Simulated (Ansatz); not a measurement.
# BH₅O₃Si···H₂: what the fields show

Input file:

```
crystal:
  periodic: [false, false, false]
  atoms:
    - {symbol: B, position_ang: [0.822122, 0.007616, 0.624136]}
    - {symbol: H, position_ang: [1.146646, 1.198488, -2.224487]}
    - {symbol: O, position_ang: [1.844434, 0.836562, 0.989359]}
    - {symbol: O, position_ang: [1.095022, -1.264190, 0.211699]}
    - {symbol: H, position_ang: [0.738169, 0.595150, -2.386877]}
    - {symbol: O, position_ang: [-0.474225, 0.432377, 0.669745]}
    - {symbol: Si, position_ang: [-1.865653, -0.353177, 0.250387]}
    - {symbol: H, position_ang: [1.528179, 1.701316, 1.259296]}
    - {symbol: H, position_ang: [2.034894, -1.457837, 0.212729]}
    - {symbol: H, position_ang: [-1.832658, -0.747465, -1.180431]}
    - {symbol: H, position_ang: [-2.065584, -1.556057, 1.096309]}
    - {symbol: H, position_ang: [-2.971446, 0.607419, 0.477937]}
basis:
  gaussian: {orbitals: def2-TZVPP}
hamiltonian: {xc: pbe0, dispersion: d4}
output: {orbitals: {seedname: orbitals}}
```

Command:

```sh
ansatz run in.yaml --threads 8 --pin off --events-out ev --progress --plain --max-ram 19148MiB
```

The product side of a reaction path; geometry: PBE0-D4/def2-TZVP; a saddle point, not a minimum.

Computed with RKS PBE0-D4/def2-TZVPP in Ansatz 0.2.0.

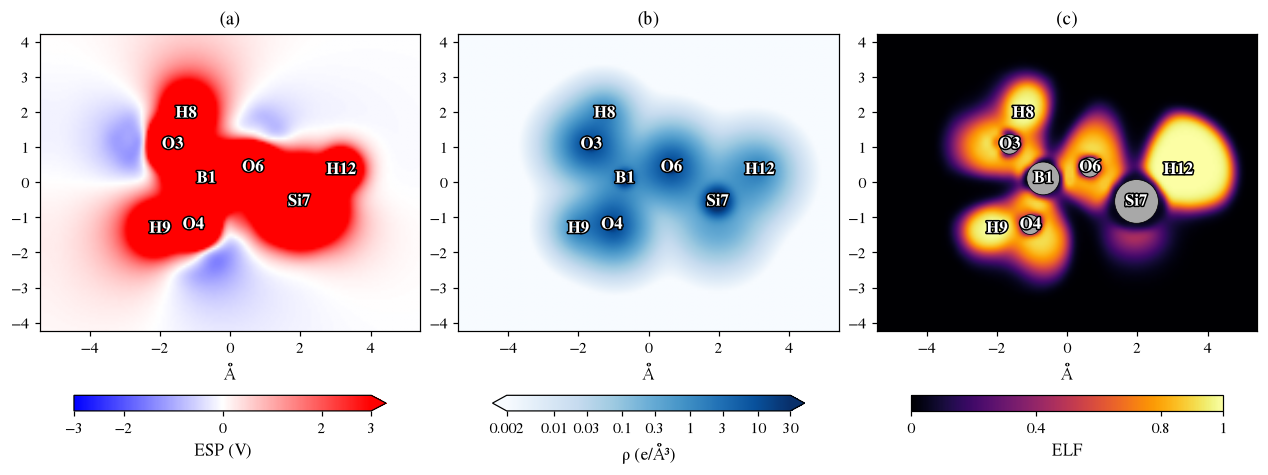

Figure 1. (a) electrostatic potential; (b) total electron density; (c) electron localisation function on the plane of atoms B1, O4 and H9. Grey discs cover the atomic cores in the ELF map.

Q: What does the map show?

A: The section cuts through B, O, Si and H sites. B–O (1.36 Å): ρ is about 2.1 e/Å³ halfway; the ELF peaks at about 0.90 between the atoms; a polar covalent bond. Si–O (1.65 Å): the density is about 1.1 e/Å³ at the midpoint; the ELF peaks at about 0.85 between the atoms; a polar covalent bond. O–H (0.96 Å): ρ is about 3.8 e/Å³ halfway; the ELF climbs to about 1 towards the hydrogen, as it does in any bond to H (an ordinary covalent bond to hydrogen). Si–H (1.48 Å): ρ at the midpoint is about 0.82 e/Å³; the ELF climbs to about 1 towards the hydrogen. The ELF also peaks beside O4, O6 and O3, away from the bonds: lone-pair regions. Outside the dense part of the complex the potential is most negative (−1.5 V) near O4.

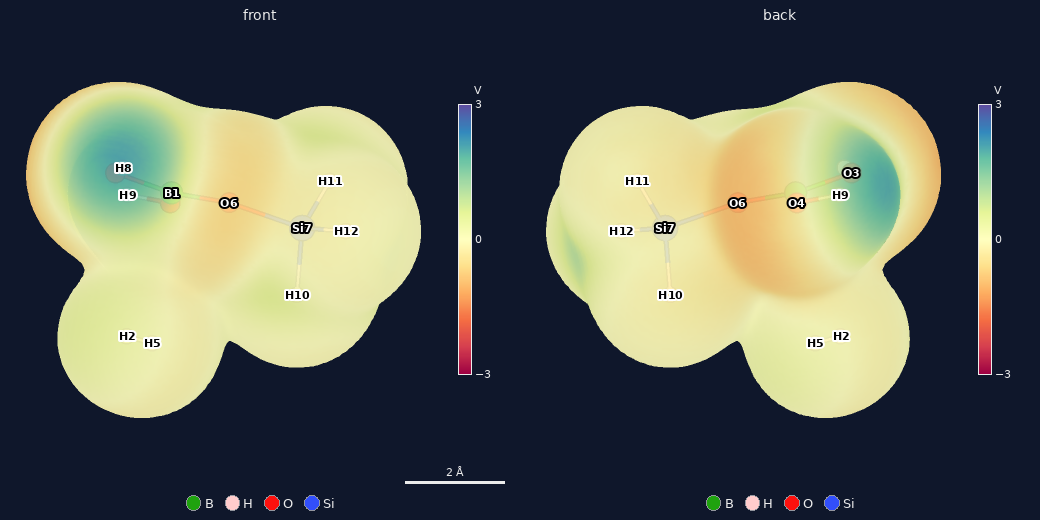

Figure 2. The molecular electrostatic potential painted on the density surface at 0.001 e/bohr³, seen from the front and from behind; the colour scale runs from red (negative) to blue (positive).

Q: Describe the electrostatic potential map.

A: The most negative region (about −1.0 V) lies over O3 and O4, the most positive (about +2.0 V) over H8 and H9.
